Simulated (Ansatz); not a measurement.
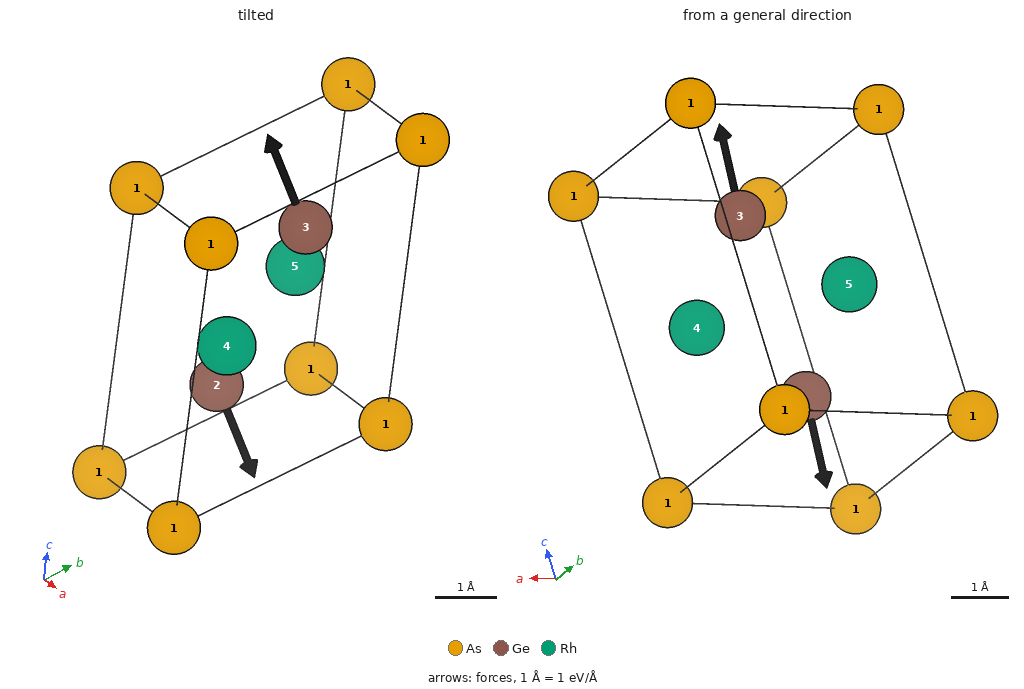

The crystal in a spheres-only representation, seen slightly off an axis and from a general direction. Thin lines show the simulation cell, with boundary atoms drawn in all their periodic places. The arrows are the computed forces on the atoms.

System: Ge$_{2}$AsRh$_{2}$. Method used: Ansatz 0.2.0, DFT, PAW plane waves, r2SCAN. It ran with a 500 eV plane-wave basis, 9×9×9 k-mesh, Fermi-Dirac smearing of 0.1 eV, no spin polarisation.

### Judging by the arrows, is the geometry relaxed?

No. The atoms still feel forces of up to about 1.4 eV/Å, far above a usual threshold of 0.01 to 0.03 eV/Å.

### Find the atom with the largest force.

Ge2 and Ge3, about 1.4 eV/Å.

Provenance: a generated cell, made by putting these elements into a known structure type (the compound may or may not exist in this form); not relaxed. It was run through Ansatz as a DFT input.
